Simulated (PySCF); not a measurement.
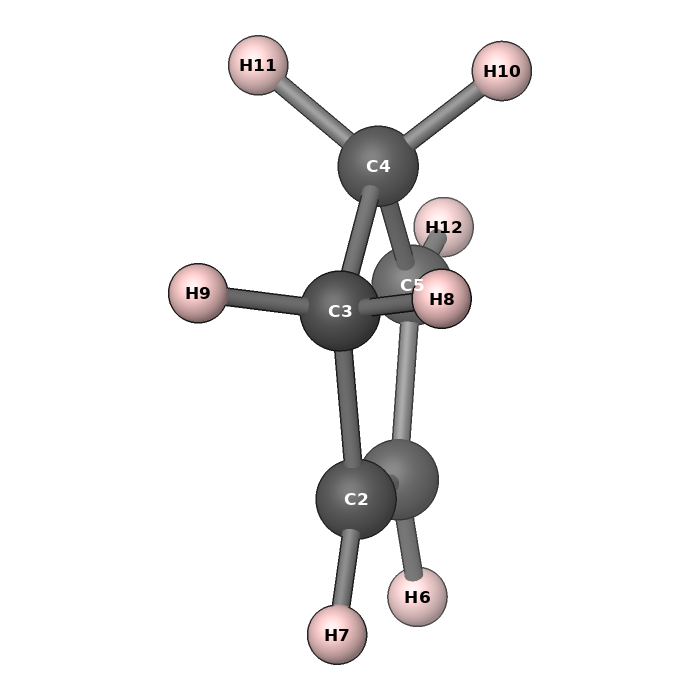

C1 lies behind C2. The molecule seen a little off the C2–C1 bond, C2 in front. Depth is shown by fading: the farther an atom, the more it takes the colour of the background. State: charge +1, singlet. The computed structure is the end point of a GFN2-xTB optimisation. No frequency run is at hand to confirm it as a minimum.

### What is the torsion angle C3–C2–C1–C5? The sign is positive where the front bond must turn clockwise to cover the back bond.

0°, synperiplanar (eclipsed).
